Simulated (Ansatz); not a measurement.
# C2H9NOSi: a ladder of functionals and wavefunction methods, part 2 of 2

Ansatz 0.2.0, Gaussian basis; functionals in def2-TZVPP, the program's frozen cores in correlated methods. The steps go on from the part before.

## 14. CAM-B3LYP-D4 (range-separated)

The input, in.yaml:

```yaml
crystal:
  periodic: [false, false, false]
  atoms:
    - {symbol: C, position_ang: [-0.522685, 2.054151, 0.611449]}
    - {symbol: Si, position_ang: [0.248042, 0.368360, 0.826185]}
    - {symbol: C, position_ang: [-0.208047, -0.851998, -0.563559]}
    - {symbol: N, position_ang: [0.545370, -2.089907, -0.545236]}
    - {symbol: O, position_ang: [0.020038, -0.171589, -1.783126]}
    - {symbol: H, position_ang: [-1.612959, 1.990019, 0.640666]}
    - {symbol: H, position_ang: [-0.201536, 2.740355, 1.398405]}
    - {symbol: H, position_ang: [-0.232787, 2.471768, -0.354865]}
    - {symbol: H, position_ang: [-0.178289, -0.255207, 2.113690]}
    - {symbol: H, position_ang: [1.737938, 0.452232, 0.835341]}
    - {symbol: H, position_ang: [-1.268772, -1.136345, -0.478910]}
    - {symbol: H, position_ang: [0.112526, -2.791591, 0.038859]}
    - {symbol: H, position_ang: [1.503092, -1.958130, -0.242591]}
    - {symbol: H, position_ang: [0.045068, -0.851220, -2.467606]}
basis:
  gaussian: {orbitals: def2-TZVPP}
hamiltonian: {xc: {name: CAM-B3LYP}, dispersion: d4}
output: {orbitals: {seedname: orbitals}}
```

Run with:

```sh
$ ansatz run in.yaml --threads 4 --pin off --events-out ev --progress --plain --max-ram 10444MiB
```

The log of the run, shortened:

```text
Functional definition: CAM-B3LYP
  name "CAM-B3LYP"
  cite "Yanai, Tew & Handy, Chem. Phys. Lett. 393, 51 (2004) doi:10.1016/j.cplett.2004.06.011"
  cite "Iikura, Tsuneda, Yanai & Hirao, J. Chem. Phys. 115, 3540 (2001) doi:10.1063/1.1383587"
  cite "Becke, Phys. Rev. A 38, 3098 (1988) doi:10.1103/PhysRevA.38.3098"
  cite "Lee, Yang & Parr, Phys. Rev. B 37, 785 (1988) doi:10.1103/PhysRevB.37.785"
  cite "Vosko, Wilk & Nusair, Can. J. Phys. 58, 1200 (1980) doi:10.1139/p80-159"
[...]
  # Exact exchange under (alpha + beta erf(omega r))/r, Becke's under what is left of 1/r.
[...]
1488 factors; their error is unknown
399 factors; integrals over basis functions are off by at most 1.1e-5 eV
[...]
mean field -13635.75074421 eV, -501.1045972061 hartree, gradient 4.5e-5 eV, S^2 0.000000; 0 other end points of the search recorded, 0 dependent functions left out
reference -13635.75088595 eV, -501.1046024147 hartree; 25, 25 occupied and 267, 267 virtual orbitals, 1488 factors
Total energy: -13635.98196653 eV, -501.1130944694 hartree
```

Wall time 3.8 s (4 threads of Arm Neoverse V2, shared host); peak memory 0.85 GiB.

Atomisation energy: 5033.0 kJ/mol (free atoms -13583.818 eV, run apart). HOMO -8.25 eV, LUMO 1.52 eV.

## 15. LC-ωPBE (range-separated)

in.yaml: that of step 14 with these lines changed.

```diff
@@ -19,3 +19,3 @@
   gaussian: {orbitals: def2-TZVPP}
-hamiltonian: {xc: {name: CAM-B3LYP}, dispersion: d4}
+hamiltonian: {xc: {name: LC-wPBE}}
 output: {orbitals: {seedname: orbitals}}
```

Same command.

The log of the run, shortened:

```text
Functional definition: LC-wPBE
  name "LC-wPBE"
  cite "Vydrov & Scuseria, J. Chem. Phys. 125, 234109 (2006) doi:10.1063/1.2409292"
  cite "Heyd & Scuseria, J. Chem. Phys. 120, 7274 (2004) doi:10.1063/1.1668634"
  cite "Ernzerhof & Perdew, J. Chem. Phys. 109, 3313 (1998) doi:10.1063/1.476928"
  cite "Perdew, Burke & Ernzerhof, Phys. Rev. Lett. 77, 3865 (1996) doi:10.1103/PhysRevLett.77.3865"
  parent pbe
[...]
1485 factors; their error is unknown
496 factors; integrals over basis functions are off by at most 2.3e-5 eV
[...]
mean field -13632.41556425 eV, -500.9820316029 hartree, gradient 5.9e-5 eV, S^2 0.000000; 0 other end points of the search recorded, 0 dependent functions left out
reference -13632.41556426 eV, -500.9820316032 hartree; 25, 25 occupied and 267, 267 virtual orbitals, 1485 factors
Total energy: -13632.41556426 eV, -500.9820316032 hartree
```

It took 2.9 s on 4 threads of Arm Neoverse V2, shared host; peak memory 0.59 GiB.

With the free atoms at this level, -13580.794 eV in sum, the atomisation energy is 4980.7 kJ/mol. HOMO -9.56 eV, LUMO 2.78 eV.

## 16. ωB97X-V (range-separated)

in.yaml: that of step 15 with these lines changed.

```diff
@@ -19,3 +19,3 @@
   gaussian: {orbitals: def2-TZVPP}
-hamiltonian: {xc: {name: LC-wPBE}}
+hamiltonian: {xc: {name: wB97X-V}}
 output: {orbitals: {seedname: orbitals}}
```

The command is unchanged.

The log of the run, shortened:

```text
Functional definition: wB97X-V
  name "wB97X-V"
  cite "Mardirossian & Head-Gordon, Phys. Chem. Chem. Phys. 16, 9904 (2014) doi:10.1039/C3CP54374A"
  cite "Becke, J. Chem. Phys. 107, 8554 (1997) doi:10.1063/1.475007"
  cite "Vydrov & Van Voorhis, J. Chem. Phys. 133, 244103 (2010) doi:10.1063/1.3521275"
[...]
      + integral(e_c_pw_opposite_spin*poly(b97_u_opposite, cos0, cos1)) + vv10(b, c)
1488 factors; their error is unknown
376 factors; integrals over basis functions are off by at most 1.0e-5 eV
[...]
mean field -13635.16758163 eV, -501.0831663765 hartree, gradient 5.2e-5 eV, S^2 0.000000; 0 other end points of the search recorded, 0 dependent functions left out
reference -13635.16757938 eV, -501.0831662936 hartree; 25, 25 occupied and 267, 267 virtual orbitals, 1488 factors
Total energy: -13635.16757938 eV, -501.0831662936 hartree
```

Wall time 8.5 s (4 threads of Arm Neoverse V2, shared host); peak memory 0.92 GiB.

Atomisation energy: 5023.5 kJ/mol (free atoms -13583.102 eV, run apart). HOMO -9.23 eV, LUMO 2.59 eV.

## 17. ωB97M-V (range-separated)

in.yaml: that of step 16 with these lines changed.

```diff
@@ -19,3 +19,3 @@
   gaussian: {orbitals: def2-TZVPP}
-hamiltonian: {xc: {name: wB97X-V}}
-output: {orbitals: {seedname: orbitals}}
+hamiltonian: {xc: {name: wB97M-V}}
+output: {forces: true, orbitals: {seedname: orbitals}}
```

The command is unchanged.

The log of the run:

```text
Functional definition: wB97M-V
  name "wB97M-V"
  cite "Mardirossian & Head-Gordon, J. Chem. Phys. 144, 214110 (2016) doi:10.1063/1.4952647"
  cite "Becke, J. Chem. Phys. 107, 8554 (1997) doi:10.1063/1.475007"
  cite "Vydrov & Van Voorhis, J. Chem. Phys. 133, 244103 (2010) doi:10.1063/1.3521275"
  # Of w^i u^j: cxij and so on, Table III.
  parameter omega = 0.3/bohr
  parameter cx = 0.15
  parameter cx01 = 1.007
  parameter cx10 = 0.259
  parameter css00 = 0.443
  parameter css04 = -1.437
  parameter css10 = -4.535
  parameter css20 = -3.390
  parameter css43 = 4.278
  parameter cos00 = 1.000
  parameter cos10 = 1.358
  parameter cos20 = 2.924
  parameter cos21 = -8.812
  parameter cos60 = -1.390
  parameter cos61 = 9.142
  parameter b = 6.0
  parameter c = 0.01
  gx(w, u) = 1 - cx + cx01*u + cx10*w
  gss(w, u) = css00 + css04*u^4 + css10*w + css20*w^2 + css43*w^4*u^3
  gos(w, u) = cos00 + cos10*w + (cos20 + cos21*u)*w^2 + (cos60 + cos61*u)*w^6
  exchange = spin_sum(e_x_unif_sr(omega)*gx(b97_w, b97_u_x)) + cx*exact_x_sr(omega) + exact_x_lr(omega)
  correlation = spin_sum(e_c_pw_mod_same_spin*gss(b97_w, b97_u_same))
      + integral(e_c_pw_mod_opposite_spin*gos(b97_w_opposite, b97_u_opposite)) + vv10(b, c)
1488 factors; their error is unknown
376 factors; integrals over basis functions are off by at most 1.0e-5 eV
mean field evaluation 1: about -13627.5851 eV, gradient 6.2e1 eV
mean field evaluation 2: about -13629.1998 eV, gradient 5.7e1 eV
mean field evaluation 4: about -13634.9361 eV, gradient 2.5e0 eV
mean field evaluation 8: about -13634.9560 eV, gradient 3.9e-2 eV
mean field evaluation 16: about -13634.9481 eV, gradient 1.1e-4 eV
mean field -13634.94810750 eV, -501.0751008507 hartree, gradient 4.7e-5 eV, S^2 0.000000; 0 other end points of the search recorded, 0 dependent functions left out
the calculation of the forces begins
reference -13634.94816217 eV, -501.0751028598 hartree; 25, 25 occupied and 267, 267 virtual orbitals, 1488 factors
Total energy: -13634.94816217 eV, -501.0751028598 hartree
Atom 0 at    -0.522685     2.054151     0.611449 Å, force    -0.015808     0.015045    -0.020801 eV/Å
Atom 1 at     0.248042     0.368360     0.826185 Å, force     0.093986    -0.066462     0.072756 eV/Å
Atom 2 at    -0.208047    -0.851998    -0.563559 Å, force    -0.241710     0.106085     0.310408 eV/Å
Atom 3 at     0.545370    -2.089907    -0.545236 Å, force     0.131231    -0.180601     0.035114 eV/Å
Atom 4 at     0.020038    -0.171589    -1.783126 Å, force     0.037854     0.044760    -0.239637 eV/Å
Atom 5 at    -1.612959     1.990019     0.640666 Å, force     0.075077     0.008394    -0.003825 eV/Å
Atom 6 at    -0.201536     2.740355     1.398405 Å, force    -0.023655    -0.053480    -0.059757 eV/Å
Atom 7 at    -0.232787     2.471768    -0.354865 Å, force    -0.023529    -0.026946     0.068150 eV/Å
Atom 8 at    -0.178289    -0.255207     2.113690 Å, force     0.041574     0.061897    -0.133930 eV/Å
Atom 9 at     1.737938     0.452232     0.835341 Å, force    -0.150990    -0.013304    -0.006591 eV/Å
Atom 10 at    -1.268772    -1.136345    -0.478910 Å, force     0.088081     0.026646    -0.019304 eV/Å
Atom 11 at     0.112526    -2.791591     0.038859 Å, force     0.023849     0.021418    -0.028817 eV/Å
Atom 12 at     1.503092    -1.958130    -0.242591 Å, force    -0.038489    -0.010345    -0.002595 eV/Å
Atom 13 at     0.045068    -0.851220    -2.467606 Å, force     0.002529     0.066894     0.028829 eV/Å
Dipole moment:    -0.107058    -0.200471     0.161434 e Å
```

Wall time 13 s (4 threads of Arm Neoverse V2, shared host); peak memory 1.1 GiB.

Atomisation energy: 5022.7 kJ/mol (free atoms -13582.891 eV, run apart). HOMO -9.14 eV, LUMO 2.19 eV.

## 18. B2PLYP (double hybrid)

in.yaml: that of step 17 with these lines changed.

```diff
@@ -19,3 +19,2 @@
   gaussian: {orbitals: def2-TZVPP}
-hamiltonian: {xc: {name: wB97M-V}}
-output: {forces: true, orbitals: {seedname: orbitals}}
+hamiltonian: {xc: {name: B2PLYP}}
```

Launched as before.

The log of the run, shortened:

```text
Functional definition: B2PLYP
  name "B2PLYP"
  cite "Grimme, J. Chem. Phys. 124, 034108 (2006) doi:10.1063/1.2148954"
  cite "Becke, Phys. Rev. A 38, 3098 (1988) doi:10.1103/PhysRevA.38.3098"
  cite "Lee, Yang & Parr, Phys. Rev. B 37, 785 (1988) doi:10.1103/PhysRevB.37.785"
[...]
1704 factors; integrals over basis functions are off by at most 1.2e-3 eV
[...]
mean field -13621.88231945 eV, -500.5949419962 hartree, gradient 1.8e-6 eV, S^2 0.000000; 0 other end points of the search recorded, 0 dependent functions left out
9 core orbitals not correlated: weight in the atoms' cores, before any rotation towards them, 1.000 or more for the frozen orbitals, at most 0.000 for the correlated occupied ones
reference -13621.88250326 eV, -500.5949487514 hartree; 16, 16 occupied and 267, 267 virtual orbitals, 1704 factors
second order -30.74248801 eV of doubles, -0.00000000 eV of singles
Total energy: -13630.18297503 eV, -500.8999854624 hartree
```

It took 6.5 s on 4 threads of Arm Neoverse V2, shared host; peak memory 0.83 GiB.

With the free atoms at this level, -13578.920 eV in sum, the atomisation energy is 4946.1 kJ/mol.

## 19. PBE-QIDH (double hybrid)

in.yaml: that of step 18 with these lines changed.

```diff
@@ -19,2 +19,2 @@
   gaussian: {orbitals: def2-TZVPP}
-hamiltonian: {xc: {name: B2PLYP}}
+hamiltonian: {xc: {name: PBE-QIDH}}
```

Launched as before.

The log of the run, shortened:

```text
Functional definition: PBE-QIDH
  name "PBE-QIDH"
  cite "Brémond, Sancho-García, Pérez-Jiménez & Adamo, J. Chem. Phys. 141, 031101 (2014) doi:10.1063/1.4890314"
  cite "Perdew, Burke & Ernzerhof, Phys. Rev. Lett. 77, 3865 (1996) doi:10.1103/PhysRevLett.77.3865"
[...]
1704 factors; integrals over basis functions are off by at most 1.2e-3 eV
[...]
mean field -13615.60614610 eV, -500.3642968799 hartree, gradient 9.9e-6 eV, S^2 0.000000; 0 other end points of the search recorded, 0 dependent functions left out
9 core orbitals not correlated: weight in the atoms' cores, before any rotation towards them, 1.000 or more for the frozen orbitals, at most 0.000 for the correlated occupied ones
reference -13615.60615983 eV, -500.3642973843 hartree; 16, 16 occupied and 267, 267 virtual orbitals, 1704 factors
second order -28.59218015 eV of doubles, -0.00000000 eV of singles
Total energy: -13625.13688654 eV, -500.7145451310 hartree
```

It took 7 s on 4 threads of Arm Neoverse V2, shared host; peak memory 0.83 GiB.

With the free atoms at this level, -13573.813 eV in sum, the atomisation energy is 4952.0 kJ/mol.

## 20. Frontier levels by functional

Dipoles come from the runs that computed forces. Levels are read from the orbital files that the runs wrote:

```csv
functional,HOMO (eV),LUMO (eV),gap (eV),dipole (D)
LDA (SPW92),-5.58,-0.32,5.26,
PBE-D4,-5.44,-0.11,5.34,1.28
revPBE-D4,-5.38,0.00,5.38,
BLYP-D4,-5.36,-0.08,5.28,
r2SCAN-D4,-5.70,0.45,6.15,1.30
B97M-V,-5.86,0.06,5.92,
PBE0-D4,-6.82,0.71,7.53,
B3LYP-D4,-6.62,0.41,7.03,1.35
r2SCANh-D4,-6.22,0.71,6.92,
r2SCAN0-D4,-7.00,1.07,8.07,
HSE06-D4,-6.41,0.34,6.75,
BHLYP-D4,-8.15,1.38,9.53,
CAM-B3LYP-D4,-8.25,1.52,9.77,
LC-ωPBE,-9.56,2.78,12.34,
ωB97X-V,-9.23,2.59,11.82,
ωB97M-V,-9.14,2.19,11.32,1.34
```

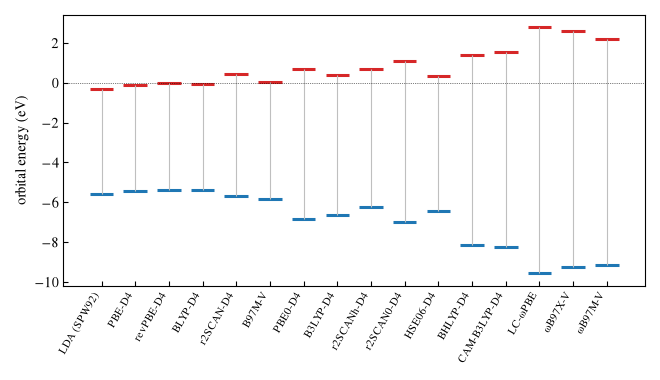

Highest occupied (blue) and lowest empty (red) level by functional.

## 21. CCSD(T) in def2-SVP

in.yaml: that of step 19 with these lines changed.

```diff
@@ -18,3 +18,3 @@
 basis:
-  gaussian: {orbitals: def2-TZVPP}
-hamiltonian: {xc: {name: PBE-QIDH}}
+  gaussian: {orbitals: def2-SVP}
+correlation: {method: ccsd_t}
```

Same command.

The log of the run, shortened:

```text
Functional definition: HF
  name "HF"
  cite "Fock, Z. Phys. 61, 126 (1930) doi:10.1007/BF01340294"
  parent pbe
[...]
1198 factors; integrals over basis functions are off by at most 1.2e-3 eV
[...]
mean field -13577.44999487 eV, -498.9620841852 hartree, gradient 1.1e-6 eV, S^2 0.000000; 0 other end points of the search recorded, 0 dependent functions left out
9 core orbitals not correlated: weight in the atoms' cores, before any rotation towards them, 1.000 or more for the frozen orbitals, at most 0.000 for the correlated occupied ones
reference -13577.44999487 eV, -498.9620841852 hartree; 16, 16 occupied and 94, 94 virtual orbitals, 1198 factors
second order -20.30435091 eV of doubles, -0.00000000 eV of singles
cycle   1  -21.30954083 eV  change    -1.0e0 eV  update   9.4e-2
[...]
cycle   9  -21.95150183 eV  change   -5.4e-6 eV  update   1.9e-5
perturbative correction -0.58218434 eV, -0.0213948799 hartree
Total energy: -13599.98368104 eV, -499.7901818781 hartree
```

Run time: 8.5 s. Hardware: 4 threads of Arm Neoverse V2, shared host; peak memory 0.63 GiB.

## 22. CCSD(T) in def2-TZVPP

in.yaml: that of step 21 with these lines changed.

```diff
@@ -18,3 +18,4 @@
 basis:
-  gaussian: {orbitals: def2-SVP}
+  gaussian: {orbitals: def2-TZVPP}
 correlation: {method: ccsd_t}
+output: {orbitals: {seedname: orbitals}}
```

The command is unchanged.

The log of the run, shortened:

```text
Functional definition: HF
  name "HF"
  cite "Fock, Z. Phys. 61, 126 (1930) doi:10.1007/BF01340294"
  parent pbe
[...]
1704 factors; integrals over basis functions are off by at most 1.2e-3 eV
[...]
mean field -13587.02248938 eV, -499.3138668703 hartree, gradient 6.0e-6 eV, S^2 0.000000; 0 other end points of the search recorded, 0 dependent functions left out
9 core orbitals not correlated: weight in the atoms' cores, before any rotation towards them, 1.000 or more for the frozen orbitals, at most 0.000 for the correlated occupied ones
reference -13587.02248938 eV, -499.3138668703 hartree; 16, 16 occupied and 267, 267 virtual orbitals, 1704 factors
second order -25.46479890 eV of doubles, -0.00000000 eV of singles
cycle   1  -26.07912180 eV  change   -6.1e-1 eV  update   1.0e-1
[...]
cycle   9  -26.79976873 eV  change   -2.0e-5 eV  update   2.7e-5
perturbative correction -1.01365857 eV, -0.0372512655 hartree
Total energy: -13614.83591668 eV, -500.3359914709 hartree
```

Wall time 4.8 min (4 threads of Arm Neoverse V2, shared host); peak memory 9.2 GiB.

## 23. MP2 in def2-QZVPP

in.yaml: that of step 22 with these lines changed.

```diff
@@ -18,4 +18,3 @@
 basis:
-  gaussian: {orbitals: def2-TZVPP}
-correlation: {method: ccsd_t}
-output: {orbitals: {seedname: orbitals}}
+  gaussian: {orbitals: "def2-QZVPP.json"}
+correlation: {method: mp2}
```

Same command.

The log of the run:

```text
Functional definition: HF
  name "HF"
  cite "Fock, Z. Phys. 61, 126 (1930) doi:10.1007/BF01340294"
  parent pbe
  exchange = exact_x
  correlation = 0
3381 factors; integrals over basis functions are off by at most 1.0e-3 eV
mean field evaluation 1: about -13582.2797 eV, gradient 4.7e1 eV
mean field evaluation 2: about -13582.4179 eV, gradient 4.7e1 eV
mean field evaluation 4: about -13587.4697 eV, gradient 4.6e0 eV
mean field evaluation 8: about -13587.5448 eV, gradient 3.1e-1 eV
mean field -13587.54521782 eV, -499.3330767861 hartree, gradient 3.8e-6 eV, S^2 0.000000; 0 other end points of the search recorded, 0 dependent functions left out
9 core orbitals not correlated: weight in the atoms' cores, before any rotation towards them, 1.000 or more for the frozen orbitals, at most 0.000 for the correlated occupied ones
reference -13587.54521782 eV, -499.3330767861 hartree; 16, 16 occupied and 543, 543 virtual orbitals, 3381 factors
second order -27.28277776 eV of doubles, -0.00000000 eV of singles
Total energy: -13614.82799558 eV, -500.3357003757 hartree
```

It took 29 s on 4 threads of Arm Neoverse V2, shared host; peak memory 4.4 GiB.

Energy pieces by basis (eV):

```csv
basis,HF,MP2 correlation,CCSD correlation,(T),total
def2-SVP,-13577.4500,-20.3044,-21.9515,-0.5822,-13599.9837
def2-TZVPP,-13587.0225,-25.4648,-26.7998,-1.0137,-13614.8359
def2-QZVPP,-13587.5452,-27.2828,,,-13614.8280 (MP2)
```

The report of the def2-TZVPP run gives T1 = 0.0109.

## 24. From triple and quadruple zeta to the limit

This step is arithmetic on the last runs, with X = 3 and 4: exp(−7.88√X) for Hartree-Fock, X^−2.97 for correlation; only MP2 was run in the larger set, so CCSD(T) minus MP2 is added from the smaller one.

```csv
level,energy at the limit (eV)
HF,-13587.6172
MP2,-13616.2466
CCSD,-13617.5816
CCSD(T),-13618.5953
```

## 25. RPA on PBE orbitals

in.yaml: that of step 23 with these lines changed.

```diff
@@ -18,3 +18,4 @@
 basis:
-  gaussian: {orbitals: "def2-QZVPP.json"}
-correlation: {method: mp2}
+  gaussian: {orbitals: def2-TZVPP}
+hamiltonian: {xc: pbe}
+correlation: {method: rpa}
```

Launched as before.

The log of the run, shortened:

```text
Functional definition: PBE
  name "PBE"
  cite "Perdew, Burke & Ernzerhof, Phys. Rev. Lett. 77, 3865 (1996) doi:10.1103/PhysRevLett.77.3865"
  parent pbe
[...]
1704 factors; integrals over basis functions are off by at most 1.2e-3 eV
[...]
mean field -13626.90440261 eV, -500.7795001482 hartree, gradient 7.3e-7 eV, S^2 0.000000; 0 other end points of the search recorded, 0 dependent functions left out
9 core orbitals not correlated: weight in the atoms' cores, before any rotation towards them, 1.000 or more for the frozen orbitals, at most 0.000 for the correlated occupied ones
reference -13585.41943291 eV, -499.2549556316 hartree; 16, 16 occupied and 267, 267 virtual orbitals, 1704 factors
Total energy: -13627.63417897 eV, -500.8063189348 hartree
```

Wall time 7 s (4 threads of Arm Neoverse V2, shared host); peak memory 0.78 GiB.

RPA correlation: -42.215 eV. No RPA run of the hydrogen atom was made, so RPA has no atomisation energy below.

## 26. All levels against the reference

Free atoms (2 C, 1 Si, 1 N, 1 O, 9 H) were run apart at each level; the atomisation energy is their sum less the molecule, without zero-point or spin-orbit terms.

Differences are taken before rounding.

```csv
method,rung,"atoms, summed (eV)",atomisation energy (kJ/mol),from CCSD(T)/CBS (kJ/mol),time
LDA (SPW92),LDA,-13499.360,5719.0,+711.2,1.4 s
PBE-D4,GGA,-13574.487,5083.8,+76.0,2.6 s
revPBE-D4,GGA,-13583.995,4968.2,-39.6,2.1 s
BLYP-D4,GGA,-13584.551,4999.1,-8.7,2.1 s
r2SCAN-D4,meta-GGA,-13582.457,4997.0,-10.8,5.5 s
B97M-V,meta-GGA,-13583.426,4999.2,-8.6,10 s
PBE0-D4,hybrid,-13576.631,4998.0,-9.8,3.3 s
B3LYP-D4,hybrid,-13587.480,5009.4,+1.7,5.5 s
r2SCANh-D4,hybrid,-13582.435,4968.3,-39.5,6 s
r2SCAN0-D4,hybrid,-13582.414,4927.4,-80.4,6 s
HSE06-D4,hybrid,-13576.085,5001.6,-6.2,3.7 s
BHLYP-D4,hybrid,-13584.669,4866.3,-141.4,3.4 s
CAM-B3LYP-D4,range-separated,-13583.818,5033.0,+25.2,3.8 s
LC-ωPBE,range-separated,-13580.794,4980.7,-27.1,2.9 s
ωB97X-V,range-separated,-13583.102,5023.5,+15.7,8.5 s
ωB97M-V,range-separated,-13582.891,5022.7,+14.9,13 s
B2PLYP,double hybrid,-13578.920,4946.1,-61.7,6.5 s
PBE-QIDH,double hybrid,-13573.813,4952.0,-55.8,7 s
HF/def2-TZVPP,wavefunction,-13549.977,3574.4,-1433.4,
MP2/def2-TZVPP,wavefunction,-13561.536,4916.1,-91.7,
CCSD/def2-TZVPP,wavefunction,-13564.035,4803.8,-204.0,
CCSD(T)/def2-SVP,wavefunction,-13551.245,4702.6,-305.2,8.5 s
CCSD(T)/def2-TZVPP,wavefunction,-13564.352,4871.0,-136.8,4.8 min
MP2/CBS,wavefunction,-13563.877,5052.9,+45.1,
CCSD(T)/CBS,wavefunction,-13566.693,5007.8,0,5.3 min
```

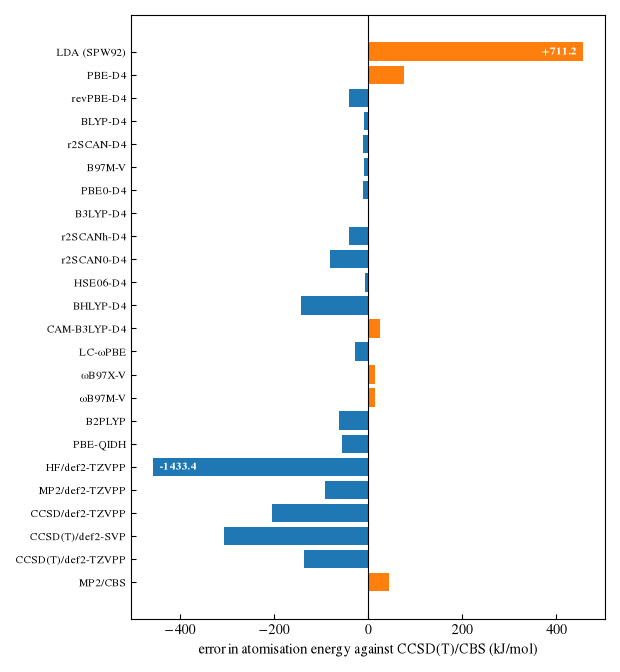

How far each level lands from CCSD(T)/CBS. Bars with a number in them are cut short.

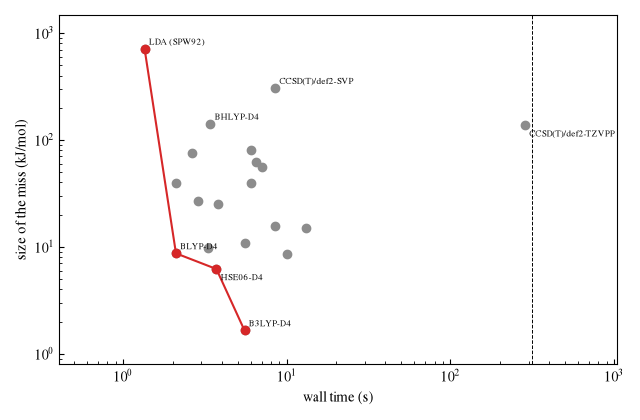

Miss against cost. Red marks the levels that no quicker level drawn beats (of those quicker than the yardstick), and the dashed line is the time of CCSD(T)/CBS. Only those levels and the largest misses are named. Times are from a shared host.

LDA (SPW92), LC-ωPBE, B2PLYP, PBE-QIDH carry no dispersion term (for B3LYP, D4 adds 42.0 kJ/mol).

Times are those of the molecule's run; HF, MP2 and CCSD come out of the CCSD(T) runs, and the limit's time is the sum of the runs that it needs.

## 27. What came out

What follows sums up all 2 parts.

| quantity | value |
| --- | --- |
| atomisation energy, CCSD(T)/CBS | 5007.8 kJ/mol |
| functionals within 25.0 kJ/mol (0.5 %) | BLYP-D4, r2SCAN-D4, B97M-V, PBE0-D4, B3LYP-D4, HSE06-D4, ωB97X-V, ωB97M-V |
| farthest beyond LDA | BHLYP-D4 (-141.4 kJ/mol) |
| mean size of error, GGA | 41.4 kJ/mol |
| mean size of error, meta-GGA | 9.7 kJ/mol |
| mean size of error, hybrid | 46.5 kJ/mol |
| mean size of error, range-separated | 20.7 kJ/mol |
| mean size of error, double hybrid | 58.7 kJ/mol |
| gap, smallest and largest | 5.26 eV (LDA (SPW92)), 12.34 eV (LC-ωPBE) |
| T1 diagnostic | 0.0109 |
| triples share of the correlation energy | 3.6 % |

**Reading.** The LDA atomisation energy is off by 711.2 kJ/mol (14 %): it overbinds. PBE-D4 misses by +76.0 kJ/mol. Double hybrids carry the basis error of their MP2 part in triple zeta, and no dispersion term here, so their miss is partly the set-up's. The rungs meta-GGA, range-separated miss on average by less than the doubt on the reference (25.0 kJ/mol), so they tie. The reference freezes the cores and leaves out relativity and excitations past (T), so misses under about 25.0 kJ/mol can't be ranked. Hartree-Fock recovers 71 % of the binding; the rest is correlation. CCSD(T) in def2-SVP is off by -305.2 kJ/mol, more than most functionals: a good method in a small basis is no reference. The gap grows from 5.3 to 12.3 eV across the functionals, mostly with the share of exact exchange.

For cost: B3LYP-D4 gets within 1.7 kJ/mol in 5.5 s, where CCSD(T)/CBS took 5.3 min; the quickest level in the cost chart, LDA (SPW92), takes 1.4 s and misses by 711.2 kJ/mol.
